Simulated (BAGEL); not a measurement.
# UHF/cc-pVDZ (density fitting with qzvpp-jkfit) run of H7Si3 (SMILES [SiH3][SiH][SiH3])

What is the vertical doublet–quartet gap of H7Si3 at UHF/cc-pVDZ (density fitting with qzvpp-jkfit)? 

The calculation is run with BAGEL 1.2.2.

**1. The system as given**

The species is H7Si3 (10 atoms), typed as a doublet with charge 0. As SMILES, `[SiH3][SiH][SiH3]`. Geometry: relaxed at PBE0-D4/def2-TZVP.

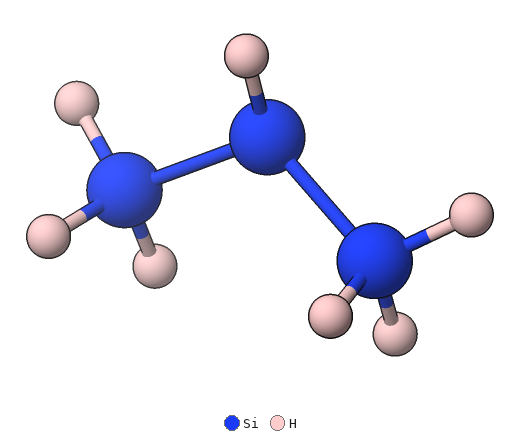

The structure, seen from a chosen angle (silicon blue, hydrogen pink).

**2. A single-point energy at UHF/cc-pVDZ (density fitting with qzvpp-jkfit)**

The input, calc.json:

```json
{ "bagel": [

{
  "title": "molecule",
  "basis": "cc-pvdz.json",
  "df_basis": "qzvpp-jkfit",
  "angstrom": true,
  "geometry": [
    { "atom": "Si", "xyz": [      -1.326900,       0.854900,      -1.209200 ] },
    { "atom": "Si", "xyz": [       0.719400,      -0.131600,      -0.719600 ] },
    { "atom": "Si", "xyz": [       1.000400,      -1.003300,       1.416100 ] },
    { "atom": "H", "xyz": [      -2.411900,      -0.065200,      -0.777100 ] },
    { "atom": "H", "xyz": [      -1.443700,       1.089800,      -2.673000 ] },
    { "atom": "H", "xyz": [      -1.505500,       2.157900,      -0.508900 ] },
    { "atom": "H", "xyz": [       1.885800,       0.672200,      -1.184600 ] },
    { "atom": "H", "xyz": [      -0.178100,      -1.849500,       1.741300 ] },
    { "atom": "H", "xyz": [       1.115000,       0.064100,       2.449300 ] },
    { "atom": "H", "xyz": [       2.228500,      -1.840300,       1.468800 ] }
  ]
},

{ "title": "uhf", "nopen": 1 },

{ "title": "print", "file": "orbitals.molden", "orbitals": true }

]}
```

The basis set cc-pVDZ is read from a file made from the Basis Set Exchange's data (not shown).

The run is started by

```bash
BAGEL_NUM_THREADS=1 BAGEL calc.json > calc.out
```

The log of the run:

```text
* using 1 threads per process

  ===============================================================
  ===============================================================

  *** Geometry ***

  { "atom" : "Si", "xyz" : [     -2.507478,      1.615527,     -2.285057 ] },
  { "atom" : "Si", "xyz" : [      1.359469,     -0.248688,     -1.359847 ] },
  { "atom" : "Si", "xyz" : [      1.890482,     -1.895962,      2.676041 ] },
  { "atom" : "H", "xyz" : [     -4.557830,     -0.123210,     -1.468506 ] },
  { "atom" : "H", "xyz" : [     -2.728198,      2.059424,     -5.051238 ] },
  { "atom" : "H", "xyz" : [     -2.844983,      4.077840,     -0.961682 ] },
  { "atom" : "H", "xyz" : [      3.563646,      1.270274,     -2.238570 ] },
  { "atom" : "H", "xyz" : [     -0.336560,     -3.495048,      3.290580 ] },
  { "atom" : "H", "xyz" : [      2.107045,      0.121131,      4.628506 ] },
  { "atom" : "H", "xyz" : [      4.211255,     -3.477663,      2.775630 ] },

  Number of auxiliary basis functions:      510

  Since a DF basis is specified, we compute 2- and 3-index integrals:
    o Being stored without compression. Storage requirement is 0.032 GB

  Number of basis functions:       89
  Number of electrons      :       49

    * METHOD: MOLECULE                             0.23

  *** Open-shell HF ***

  === Nuclear Repulsion ===
   181.6728796347

      * DIIS with orbital gradients will be used.

  === UHF iteration (cc-pvdz.json) ===
      0       -870.73270675          0.01578968           0.15
      1       -870.81528258          0.00551813           0.16
      2       -870.82438241          0.00194497           0.15
      3       -870.82590857          0.00059426           0.15
      4       -870.82608554          0.00016616           0.14
      5       -870.82612838          0.00004136           0.15
      6       -870.82613387          0.00001404           0.15
      7       -870.82613484          0.00000506           0.16
      8       -870.82613497          0.00000225           0.15
      9       -870.82613500          0.00000066           0.15
     10       -870.82613500          0.00000018           0.15
     11       -870.82613500          0.00000005           0.15
     12       -870.82613500          0.00000002           0.15
     13       -870.82613500          0.00000001           0.15
    * SCF iteration converged.

    * S^2 (UHF) is 0.7606

    * Permanent dipole moment:
           (   -0.015958,     0.009344,     0.020932) a.u.

    * METHOD: UHF                                  2.28

    * METHOD: PRINT                                0.01

  ===============================================================
```

It took 2.7 s on 1 thread of Arm Neoverse V2, shared host; peak memory 0.13 GiB.

**3. The quartet**

The input, hf.json:

```json
{ "bagel" : [

{
  "title" : "molecule",
  "basis" : "cc-pvdz.json",
  "df_basis" : "qzvpp-jkfit",
  "angstrom" : true,
  "geometry" : [
    { "atom" : "Si", "xyz" : [      -1.326900,       0.854900,      -1.209200 ] },
    { "atom" : "Si", "xyz" : [       0.719400,      -0.131600,      -0.719600 ] },
    { "atom" : "Si", "xyz" : [       1.000400,      -1.003300,       1.416100 ] },
    { "atom" : "H", "xyz" : [      -2.411900,      -0.065200,      -0.777100 ] },
    { "atom" : "H", "xyz" : [      -1.443700,       1.089800,      -2.673000 ] },
    { "atom" : "H", "xyz" : [      -1.505500,       2.157900,      -0.508900 ] },
    { "atom" : "H", "xyz" : [       1.885800,       0.672200,      -1.184600 ] },
    { "atom" : "H", "xyz" : [      -0.178100,      -1.849500,       1.741300 ] },
    { "atom" : "H", "xyz" : [       1.115000,       0.064100,       2.449300 ] },
    { "atom" : "H", "xyz" : [       2.228500,      -1.840300,       1.468800 ] }
  ]
},

{ "title" : "uhf", "nopen" : 3 },

{ "title" : "print", "file" : "orbitals.molden", "orbitals" : true }

]}
```

The basis set cc-pVDZ is read from a file made from the Basis Set Exchange's data (not shown).

The run is started by

```bash
BAGEL_NUM_THREADS=1 BAGEL hf.json > hf.out
```

The log of the run:

```text
* using 1 threads per process

  ===============================================================
  ===============================================================

  *** Geometry ***

  { "atom" : "Si", "xyz" : [     -2.507478,      1.615527,     -2.285057 ] },
  { "atom" : "Si", "xyz" : [      1.359469,     -0.248688,     -1.359847 ] },
  { "atom" : "Si", "xyz" : [      1.890482,     -1.895962,      2.676041 ] },
  { "atom" : "H", "xyz" : [     -4.557830,     -0.123210,     -1.468506 ] },
  { "atom" : "H", "xyz" : [     -2.728198,      2.059424,     -5.051238 ] },
  { "atom" : "H", "xyz" : [     -2.844983,      4.077840,     -0.961682 ] },
  { "atom" : "H", "xyz" : [      3.563646,      1.270274,     -2.238570 ] },
  { "atom" : "H", "xyz" : [     -0.336560,     -3.495048,      3.290580 ] },
  { "atom" : "H", "xyz" : [      2.107045,      0.121131,      4.628506 ] },
  { "atom" : "H", "xyz" : [      4.211255,     -3.477663,      2.775630 ] },

  Number of auxiliary basis functions:      510

  Since a DF basis is specified, we compute 2- and 3-index integrals:
    o Being stored without compression. Storage requirement is 0.032 GB

  Number of basis functions:       89
  Number of electrons      :       49

    * METHOD: MOLECULE                             0.23

  *** Open-shell HF ***

  === Nuclear Repulsion ===
   181.6728796347

      * DIIS with orbital gradients will be used.

  === UHF iteration (cc-pvdz.json) ===
      0       -870.49224374          0.01498881           0.16
      1       -870.57587070          0.00508829           0.15
      2       -870.58864252          0.00227218           0.16
      3       -870.59263699          0.00092449           0.16
      4       -870.59401229          0.00051102           0.16
      5       -870.59500272          0.00023292           0.15
      6       -870.59537143          0.00014632           0.15
      7       -870.59555478          0.00008249           0.16
      8       -870.59560359          0.00003662           0.15
      9       -870.59561138          0.00001342           0.16
     10       -870.59561211          0.00000591           0.16
     11       -870.59561223          0.00000241           0.15
     12       -870.59561225          0.00000104           0.16
     13       -870.59561225          0.00000047           0.16
     14       -870.59561225          0.00000031           0.16
     15       -870.59561225          0.00000022           0.15
     16       -870.59561225          0.00000018           0.15
     17       -870.59561225          0.00000016           0.15
     18       -870.59561225          0.00000015           0.14
     19       -870.59561225          0.00000014           0.16
     20       -870.59561225          0.00000013           0.16
     21       -870.59561225          0.00000012           0.15
     22       -870.59561225          0.00000009           0.16
     23       -870.59561225          0.00000005           0.16
     24       -870.59561225          0.00000003           0.16
     25       -870.59561225          0.00000002           0.16
     26       -870.59561225          0.00000001           0.15
     27       -870.59561225          0.00000001           0.15
    * SCF iteration converged.

    * S^2 (UHF) is 3.7653

    * Permanent dipole moment:
           (   -0.031624,    -0.017710,     0.016235) a.u.

    * METHOD: UHF                                  4.49

    * METHOD: PRINT                                0.01

  ===============================================================
```

Run time: 5.1 s. Hardware: 1 thread of Arm Neoverse V2, shared host; peak memory 0.13 GiB.

**4. Results**

At UHF/cc-pVDZ (density fitting with qzvpp-jkfit):

```
                                        quantity          value
                           doublet: total energy  -870.82614 Eh
                          doublet: dipole moment         0.07 D
                                   doublet: ⟨S²⟩          0.761
                           quartet: total energy  -870.59561 Eh
                          quartet: dipole moment         0.10 D
                                   quartet: ⟨S²⟩          3.765
vertical energy of the quartet above the doublet       6.273 eV
```

In words: At this shape the quartet lies 6.27 eV (145 kcal/mol) above the doublet.
